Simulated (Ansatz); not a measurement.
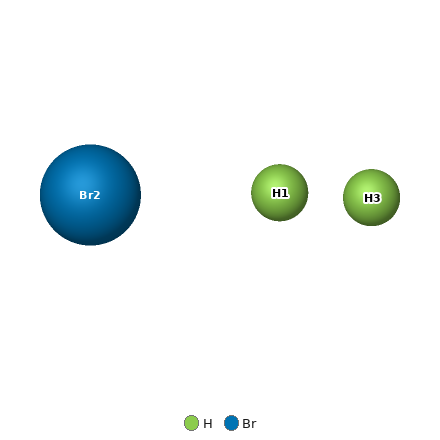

The system is the reacting system BrH₂ (fragments BrH + H where the first distance is long, H₂ + Br where the second is long), spin multiplicity 2; the picture shows the reference structure. 
- Coordinates scanned: (1) distance H1–H3 (bond that forms); (2) distance H1–Br2 (bond that breaks).
- Relaxed at each point: all other coordinates.
- The scan uses a 13 × 13 grid.
- Points are written as (first, second).
- Energies are in kJ/mol, from the lowest grid point.
- In part of the range the unrestricted reference is strongly spin-contaminated.
- The calculation used UHF/def2-TZVP (Ansatz).

Its coordinates:

```xyz
3

H     0.3415    0.0263   -0.0223
Br   -1.6518   -0.0303    0.0325
H     1.3103    0.0040   -0.0102
```

Range: distance H1–H3 (bond that forms) from 0.666 to 1.866 Å; distance H1–Br2 (bond that breaks) from 1.359 to 2.559 Å.

Question: Predict the map.

Answer: The lowest grid point is at (0.720 Å, 2.559 Å). It lies in a valley that leaves the map towards separated partners. The highest grid point, (1.866 Å, 2.559 Å), lies 311 kJ/mol above the lowest. On the interpolated surface the lowest path from the side where the first distance is long, (1.866 Å, 1.413 Å), to the side where the second distance is long, about (0.73 Å, 2.56 Å), has its top at about (1.10 Å, 1.53 Å), about 30 kJ/mol above the start and 107 kJ/mol above the end.

```
second ↓, first →  0.666  0.720  0.794  0.878  0.970  1.068  1.171  1.278  1.389  1.504  1.621  1.742  1.866
            2.559     10      0      5     29     66    114    165    211    247    272    290    302    311
            2.435     14      4      9     32     69    116    165    209    243    268    285    297    305
            2.314     20      9     14     36     73    118    165    206    238    261    277    289    297
            2.197     27     16     20     42     77    120    163    201    230    252    267    277    285
            2.082     37     25     28     49     81    121    160    193    219    238    252    261    267
            1.971     49     37     38     56     86    121    154    182    204    219    230    238    243
            1.864     66     52     51     65     90    118    145    167    183    195    202    208    211
            1.761     86     70     65     75     93    114    133    148    158    165    169    171    172
            1.663    111     92     83     86     97    109    120    128    132    134    135    134    133
            1.571    142    119    104    100    102    106    109    110    110    108    106    104    103
            1.487    180    152    130    118    112    109    105    101     97     92     89     85     83
            1.413    224    191    163    143    130    119    110    102     95     89     84     79     76
            1.359    264    228    194    169    150    135    122    112    102     95     89     84     81
```

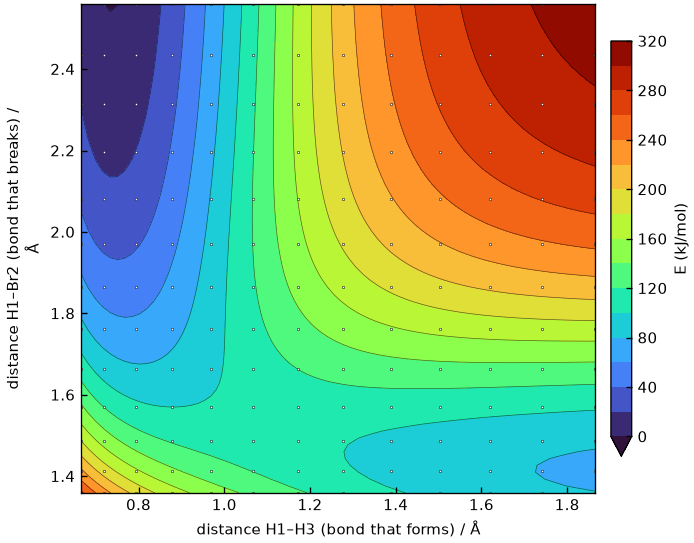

In the figure: filled contours, dots at the grid points. Between grid points the surface is interpolated.

Each point was launched as `ansatz run input.yaml --threads 1 --pin off --max-ram 2560MiB --backend cpu --events-out ev --progress --plain --runs-dir out`. Time for the 169 points that were run: 4.3 min on 1 thread of Arm Neoverse V1, on a shared host.
